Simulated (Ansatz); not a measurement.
**Molecular dynamics, with input and output: C₂H₉NSi (part 3 of 3)**

Continued. System: C₂H₉NSi. Method: RHF/6-31G (Ansatz 0.2.0). It belongs to a series of runs on one base structure; here: dynamics from the start.

Geometry of the input (Å):
```
Si -0.0106  0.0194  -0.0096
N  -0.0553  -0.1740  1.7455
H  -0.8530  -0.4913  2.2462
H  0.7218  0.0359  2.3289
C  1.8217  0.0523  -0.5458
H  2.3166  -0.8756  -0.2830
H  1.9035  0.1881  -1.6189
H  2.3543  0.8678  -0.0667
C  -0.8972  1.5991  -0.6210
H  -1.9393  1.6034  -0.3195
H  -0.4286  2.4884  -0.2120
H  -0.8607  1.6630  -1.7041
H  -0.7061  -1.1567  -0.6282
```

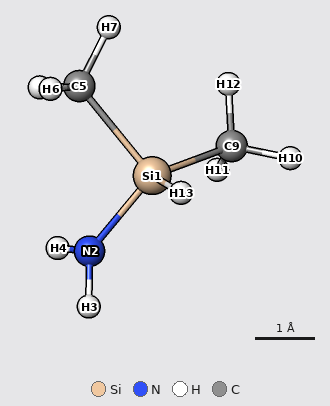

**Figure 1.** The geometry at step 133 of the log (ball-and-stick view, seen at a tilt; atoms are numbered from 1 in the order of the input).

### Trajectory as extended XYZ, continued
```
13
Properties=species:S:1:pos:R:3:forces:R:3 step=17 time_fs=4.2 energy=-11545.15706 temperature=267.3
Si    0.0019    0.0175   -0.0187   -2.0604  -0.3970   1.2993
N    -0.0445   -0.1629    1.7668    0.6502   0.1839  -0.8855
H    -0.7580   -0.5898    2.3192    0.3152   0.2161  -0.1634
H     0.8110    0.0780    2.2211   -0.4279  -0.1410   0.6003
C     1.7859    0.0477   -0.5430    0.9965   0.1805  -0.3572
H     2.3543   -0.8426   -0.2579   -0.4792  -0.0702  -0.7016
H     1.7911    0.2588   -1.6393    0.6384  -0.2903   1.1374
H     2.3143    0.8224    0.0250   -0.2921   0.2640  -0.6234
C    -0.9085    1.5885   -0.6313    1.6588   1.4556   0.0874
H    -1.9527    1.5686   -0.3881   -0.3392   0.0119  -0.1074
H    -0.4574    2.5264   -0.2137   -0.5440  -1.0303   0.1958
H    -0.7311    1.7587   -1.6899   -0.5242  -0.4918  -0.2364
H    -0.8392   -1.1444   -0.5063    0.4078   0.1085  -0.2451
13
Properties=species:S:1:pos:R:3:forces:R:3 step=33 time_fs=8.2 energy=-11545.04358 temperature=213.2
Si    0.0034    0.0145   -0.0230   -3.0043  -0.4007   1.9400
N    -0.0269   -0.1480    1.7798    1.0063   0.1774  -0.6828
H    -0.6512   -0.6579    2.3734    0.1309   0.2899  -0.4917
H     0.8429    0.1040    2.2098   -0.4668  -0.0805   0.4525
C     1.7628    0.0471   -0.5415    0.4571  -0.1102   1.5249
H     2.3269   -0.8317   -0.3282    0.1070  -0.7012  -0.1471
H     1.7766    0.2863   -1.5450    0.5922   0.4373  -2.1311
H     2.2345    0.8256    0.0298    0.2867   0.5374  -0.0300
C    -0.9057    1.5943   -0.6408   -0.5605  -0.6358  -0.9928
H    -2.0064    1.5453   -0.4768    1.0809  -0.0723  -0.2627
H    -0.5421    2.4602   -0.1685    0.3804   1.0575   1.0037
H    -0.6819    1.7832   -1.7020   -0.4618  -0.4157   0.2508
H    -0.9018   -1.1195   -0.4299    0.4519  -0.0831  -0.4337
13
Properties=species:S:1:pos:R:3:forces:R:3 step=50 time_fs=12.5 energy=-11545.07350 temperature=232.0
Si   -0.0120    0.0075   -0.0145   -2.2921   0.1967   1.5771
N     0.0012   -0.1290    1.7838    0.8429   0.0473  -0.3049
H    -0.5458   -0.7001    2.3820   -0.6119  -0.0909  -0.4155
H     0.8252    0.1401    2.2757    0.0739   0.3086  -0.0534
C     1.7478    0.0474   -0.5323    1.4342   0.6446  -2.5628
H     2.3033   -0.8907   -0.4376   -0.1287   0.5829   0.3947
H     1.8434    0.3527   -1.6290   -0.2229  -0.5135   1.5511
H     2.1843    0.8905    0.0130    0.3938  -0.6063   0.0278
C    -0.9016    1.5998   -0.6605    1.2649   0.5078   1.4286
H    -1.9515    1.5031   -0.5996   -1.1085  -0.1855   0.3123
H    -0.6064    2.4788   -0.0218   -0.2534  -0.8904  -1.0422
H    -0.6807    1.7565   -1.6936    0.4212   0.3887  -0.5301
H    -0.8949   -1.1131   -0.4234    0.1866  -0.3900  -0.3828
13
Properties=species:S:1:pos:R:3:forces:R:3 step=67 time_fs=16.8 energy=-11545.21702 temperature=324.4
Si   -0.0415    0.0010    0.0042   -0.3157   0.5189   0.3615
N     0.0414   -0.1092    1.7809    0.0726  -0.4957   0.5328
H    -0.5267   -0.7347    2.3219   -0.0239   0.3503  -0.3623
H     0.8161    0.2196    2.3338   -0.3772   0.0491  -0.5580
C     1.7504    0.0552   -0.5512    0.3249   0.4302  -0.1198
H     2.2733   -0.8802   -0.4746    0.2681  -0.1208   0.5950
H     1.8836    0.3653   -1.5574   -0.2726   0.1896  -1.0786
H     2.2058    0.8697    0.0116    0.3464  -0.5081   0.3242
C    -0.8883    1.6074   -0.6675   -1.6219  -1.5216  -0.4456
H    -1.9983    1.4428   -0.6742    1.0628   0.2651   0.1453
H    -0.6910    2.4194   -0.0018    0.2787   0.6830  -0.1082
H    -0.6246    1.7752   -1.7218    0.2030   0.3004   0.7171
H    -0.8333   -1.1674   -0.4780    0.0549  -0.1402  -0.0033
13
Properties=species:S:1:pos:R:3:forces:R:3 step=83 time_fs=20.8 energy=-11545.27197 temperature=367.3
Si   -0.0714   -0.0030    0.0255    1.4240   0.6736  -0.8491
N     0.0815   -0.0962    1.7816   -1.1396  -0.6904  -0.9468
H    -0.5209   -0.7349    2.2329   -0.0626  -0.0429   0.7784
H     0.7779    0.3213    2.3329    0.3665   0.2516   0.2923
C     1.7593    0.0650   -0.5753    0.0358  -0.1609   0.2476
H     2.2738   -0.8761   -0.4262   -0.1043  -0.1907  -0.1669
H     1.8836    0.3880   -1.5990   -0.0764  -0.0691  -0.1260
H     2.2839    0.7701    0.0588    0.0019   0.2791   0.0139
C    -0.8904    1.5983   -0.6785   -0.4373  -0.6264   0.4654
H    -1.9544    1.4235   -0.7246   -0.3260   0.1873  -0.2022
H    -0.7429    2.4395   -0.0175    0.2138   0.1231   0.0488
H    -0.5310    1.8442   -1.6694    0.0704  -0.0756   0.0150
H    -0.7719   -1.2331   -0.5264    0.0338   0.3414   0.4295
13
Properties=species:S:1:pos:R:3:forces:R:3 step=100 time_fs=25.0 energy=-11545.01550 temperature=223.9
Si   -0.0947   -0.0024    0.0453    2.5800   0.8799  -1.6750
N     0.1133   -0.0912    1.7720   -0.9059  -0.5065   0.7825
H    -0.5068   -0.7203    2.2484    0.5626   0.4818   0.5106
H     0.7574    0.4445    2.3338   -0.5979  -0.5299  -0.4540
C     1.7728    0.0721   -0.5959    0.1972  -0.1639   0.4287
H     2.2579   -0.8967   -0.4038   -0.4389   0.0955  -0.7666
H     1.8760    0.4070   -1.6602    0.0938  -0.4516   1.3072
H     2.3678    0.6973    0.1022   -0.6323   0.3133  -0.8127
C    -0.9008    1.5819   -0.6851    0.0471   0.9702   0.9128
H    -1.9581    1.4299   -0.8235   -0.2765   0.2274  -0.2614
H    -0.7652    2.4764   -0.0335   -0.2269  -0.9948  -0.1088
H    -0.4259    1.9072   -1.6038   -0.1548  -0.5628  -0.2794
H    -0.7072   -1.2601   -0.5128   -0.2477   0.2414   0.4163
13
Properties=species:S:1:pos:R:3:forces:R:3 step=117 time_fs=29.2 energy=-11545.05562 temperature=242.1
Si   -0.1035    0.0037    0.0555    2.6245   0.6430  -1.6309
N     0.1340   -0.0968    1.7677   -1.0053  -0.2932   0.8973
H    -0.4236   -0.6547    2.3636   -0.2413  -0.3213   0.1063
H     0.6866    0.5207    2.2955    0.5997   0.4629   0.0638
C     1.7876    0.0724   -0.6062   -1.6988  -0.8784   1.9115
H     2.1853   -0.9147   -0.4905    0.2055  -0.5993  -0.1687
H     1.8790    0.3868   -1.5904    0.1683   0.5826  -1.7752
H     2.3764    0.6827    0.0441    0.2005   0.6733   0.2882
C    -0.9107    1.5771   -0.6796   -1.1099  -0.5313  -1.4176
H    -1.9871    1.4742   -0.9713    1.1143   0.0691   0.4068
H    -0.8139    2.4042   -0.0333   -0.1040   0.8299   1.0508
H    -0.3523    1.8847   -1.5748   -0.3006  -0.4719   0.1927
H    -0.6892   -1.2578   -0.4397   -0.4530  -0.1652   0.0750
13
Properties=species:S:1:pos:R:3:forces:R:3 step=133 time_fs=33.2 energy=-11544.97242 temperature=195.8
Si   -0.0986    0.0130    0.0556    1.5053  -0.4462  -1.1175
N     0.1447   -0.1034    1.7734   -0.2567   0.8664   2.2897
H    -0.3662   -0.6303    2.4659    0.1314   0.0767  -0.8960
H     0.6781    0.6163    2.2496   -0.1646  -0.6267  -0.4926
C     1.7826    0.0660   -0.5990   -0.7581  -0.1663  -1.6252
H     2.1305   -0.9879   -0.6020    0.1890   1.0185   0.4275
H     1.8913    0.4217   -1.6721   -0.3773  -0.4216   1.4117
H     2.3886    0.7490    0.0084   -0.1282  -0.6798  -0.0316
C    -0.9308    1.5696   -0.6827    0.8780   0.7621   1.2541
H    -1.9064    1.5158   -1.0750   -1.2985  -0.4004   0.0442
H    -0.8873    2.3970    0.0725   -0.0244  -0.7260  -0.9746
H    -0.3137    1.8016   -1.5283    0.3944   0.5408  -0.2226
H    -0.7417   -1.2808   -0.3516   -0.0903   0.2024  -0.0671
13
Properties=species:S:1:pos:R:3:forces:R:3 step=150 time_fs=37.5 energy=-11544.96011 temperature=179.4
Si   -0.0857    0.0190    0.0495    0.4359  -1.3768   0.0236
N     0.1516   -0.0993    1.7985   -0.0464   1.0829  -0.7856
H    -0.3107   -0.6322    2.4760   -0.5276  -0.5639   0.2791
H     0.6678    0.6526    2.1721    0.4867   0.2010   0.7401
C     1.7627    0.0564   -0.6095   -1.1499   0.5804  -0.1568
H     2.1113   -0.9506   -0.6541    0.6156  -0.4628   0.5407
H     1.8467    0.4287   -1.6075   -0.2612   0.2479  -0.7567
H     2.3820    0.7327   -0.0232   -0.0173  -0.5679   0.3403
C    -0.9478    1.5668   -0.6769   -0.1393  -0.7637  -1.4173
H    -1.9506    1.5038   -1.1561    0.8394  -0.3363   0.8133
H    -0.9604    2.3213    0.0733    0.0334   0.8487   0.1937
H    -0.2419    1.7841   -1.4926   -0.5057   0.7017   0.4218
H    -0.8099   -1.2800   -0.2700    0.2363   0.4089  -0.2360
13
Properties=species:S:1:pos:R:3:forces:R:3 step=167 time_fs=41.8 energy=-11545.12139 temperature=278.4
Si   -0.0686    0.0176    0.0447   -0.0324  -0.6684   1.0546
N     0.1587   -0.0836    1.8201   -0.0875   0.8674  -0.1354
H    -0.3048   -0.6875    2.4831    0.3654   0.6181  -0.6176
H     0.7057    0.6761    2.2006   -0.3689  -0.8283   0.4285
C     1.7286    0.0517   -0.6242   -0.1135  -0.6368  -0.4996
H     2.1702   -0.9489   -0.6188   -0.2981   0.2147  -0.1865
H     1.7661    0.4664   -1.6264    0.1351  -0.1736  -0.0319
H     2.3786    0.6333    0.0001    0.0508   0.4929   0.3652
C    -0.9643    1.5545   -0.6836    1.2357   0.2816   0.8074
H    -1.9231    1.4299   -1.1343   -0.4092  -0.3010  -0.1653
H    -1.0213    2.3396    0.0725   -0.1474  -0.1251  -0.1703
H    -0.2298    1.8726   -1.4100   -0.3642   0.4692  -0.4632
H    -0.8402   -1.2202   -0.2333    0.0340  -0.2106  -0.3859
13
Properties=species:S:1:pos:R:3:forces:R:3 step=183 time_fs=45.8 energy=-11545.11069 temperature=280.8
Si   -0.0510    0.0128    0.0466   -0.2403   0.2653   1.4066
N     0.1649   -0.0602    1.8358   -0.0873   0.5591  -1.4761
H    -0.2845   -0.6874    2.4362   -0.5152  -0.5637   0.3986
H     0.7185    0.6084    2.3036    0.2971   0.2631   0.3017
C     1.6968    0.0437   -0.6408    1.6297  -0.0372  -0.2926
H     2.1970   -0.9357   -0.6051   -0.6408   0.1685  -0.5978
H     1.7169    0.4859   -1.6659    0.3496  -0.5625   1.0641
H     2.3763    0.5908    0.0508   -0.8286   0.3047  -0.7252
C    -0.9653    1.5440   -0.6856    0.6748   1.1575   1.0277
H    -1.9286    1.3010   -1.1140    0.1397   0.1119  -0.1729
H    -1.0951    2.3570    0.0612   -0.2683  -0.8892  -0.2212
H    -0.2818    2.0248   -1.3869   -0.4690  -0.3865  -0.4767
H    -0.8588   -1.1853   -0.2491   -0.0414  -0.3911  -0.2362
13
Properties=species:S:1:pos:R:3:forces:R:3 step=200 time_fs=50.0 energy=-11545.10848 temperature=286.7
Si   -0.0333    0.0095    0.0575   -0.6180   0.4737   0.7471
N     0.1678   -0.0322    1.8408   -0.4660  -0.5975   0.6914
H    -0.3073   -0.7219    2.4104    0.1945   0.5291  -0.6367
H     0.7572    0.5369    2.4275   -0.2383  -0.0860  -0.8028
C     1.6814    0.0328   -0.6569    0.3183  -0.7763   0.9662
H     2.1479   -0.9229   -0.6787    0.1779  -0.8423  -0.1463
H     1.7115    0.4516   -1.6063    0.1320   0.7465  -1.6774
H     2.2824    0.6031    0.0124    0.4708   0.7184   0.3279
C    -0.9576    1.5434   -0.6743   -0.8570  -0.4098  -1.1751
H    -1.9164    1.1749   -1.1287    1.0167   0.5557   0.3718
H    -1.2126    2.2820    0.0417   -0.3883   0.3743   1.0427
H    -0.4152    2.1314   -1.4319   -0.0194  -0.8507   0.1342
H    -0.8709   -1.2007   -0.2886    0.2768   0.1648   0.1568
13
Properties=species:S:1:pos:R:3:forces:R:3 step=217 time_fs=54.2 energy=-11544.94028 temperature=181.4
Si   -0.0178    0.0106    0.0733   -0.7424   0.9782   0.1532
N     0.1655   -0.0098    1.8490   -0.5665  -0.5596  -1.0194
H    -0.3249   -0.7185    2.3217   -0.3919  -0.3685   0.5698
H     0.7884    0.4728    2.4383    0.3888   0.5083  -0.0565
C     1.6743    0.0180   -0.6675    1.3520   0.3658  -1.8438
H     2.1090   -0.9913   -0.7684    0.1225   0.8274   0.5122
H     1.7202    0.4758   -1.7006   -0.2680  -0.5914   1.3174
H     2.2336    0.7052   -0.0125    0.3464  -0.7758  -0.4037
C    -0.9585    1.5415   -0.6724   -0.5728   0.3933   1.9216
H    -1.7949    1.1099   -1.1299   -1.6329  -0.6479  -0.5914
H    -1.3704    2.2184    0.1251    0.7241  -0.6456  -0.8912
H    -0.5380    2.1187   -1.4669    1.0391   0.3249   0.0311
H    -0.8426   -1.2028   -0.2985    0.2015   0.1908   0.3007
13
Properties=species:S:1:pos:R:3:forces:R:3 step=233 time_fs=58.2 energy=-11544.96845 temperature=214.5
Si   -0.0053    0.0180    0.0896   -0.3019   1.1550  -0.4245
N     0.1580    0.0039    1.8495   -0.5893  -1.1384   0.2016
H    -0.3754   -0.7342    2.2996    0.6760   0.9558   0.1748
H     0.8528    0.4587    2.4127   -0.4793  -0.2225  -0.3028
C     1.6838    0.0101   -0.6968    0.3304   0.7280   0.3713
H     2.1016   -0.9689   -0.7761    0.6454  -0.3180   0.3657
H     1.6919    0.4459   -1.6651   -0.2416   0.2050  -0.9043
H     2.2472    0.7180   -0.0808    0.5058  -0.6897  -0.0855
C    -0.9677    1.5383   -0.6563   -1.4373  -2.0979  -1.4956
H    -1.8233    0.9991   -1.1727    0.8060   0.8424   0.4776
H    -1.4421    2.0961    0.1150    0.0370   0.9055   0.3772
H    -0.5133    2.1293   -1.4678    0.1505  -0.1564   1.0498
H    -0.7949   -1.1899   -0.2739   -0.1017  -0.1687   0.1947
13
Properties=species:S:1:pos:R:3:forces:R:3 step=250 time_fs=62.5 energy=-11545.22566 temperature=345.5
Si    0.0045    0.0325    0.1045   -0.1898   0.5168  -0.5383
N     0.1432    0.0116    1.8485    0.3117   0.0746  -0.5271
H    -0.3698   -0.6591    2.3375   -0.5088  -0.5242   0.8152
H     0.8686    0.4345    2.3635    0.2082   0.2982   0.2915
C     1.6976    0.0068   -0.7273    0.2790  -0.0647  -0.0623
H     2.1681   -0.9696   -0.7401   -0.1869  -0.0429  -0.2534
H     1.6236    0.4320   -1.7235    0.1406  -0.3063  -0.0300
H     2.3561    0.6349   -0.1598    0.3975   0.4641   0.2034
C    -0.9924    1.5101   -0.6505   -0.3150  -0.7856   1.0838
H    -1.7720    0.9851   -1.1655   -0.5047   0.1790  -0.7119
H    -1.4970    2.0767    0.1371    0.4412   0.1333  -0.3239
H    -0.4408    2.1336   -1.3326    0.0568   0.1944   0.0508
H    -0.7599   -1.2036   -0.2219   -0.1297  -0.1365   0.0023
```

### Summary

| quantity | value |
| --- | --- |
| outcome | finished |
| mean temperature over the second half | 241 K |
| trajectory | 250 steps, 62.5 fs |
| ensemble | nvt_langevin |
| temperature in the input | 500.0 K |
| time step | 0.25 fs |
| potential energy (last step) | −11545.2257 eV |
| mean-field energy (last step) | −11545.2257 eV |
| largest force (length of the vector) (last step) | 1.375 eV/Å |
| wall time | 3.9 min |
| peak memory | 0.13 GiB |

### Remarks

So short a trajectory is not equilibrated. The logged temperature at the start can lie below the typed one, since it is counted over all degrees of freedom. The temperature stays far from the 500 K of the thermostat over the second half: the run isn't equilibrated.
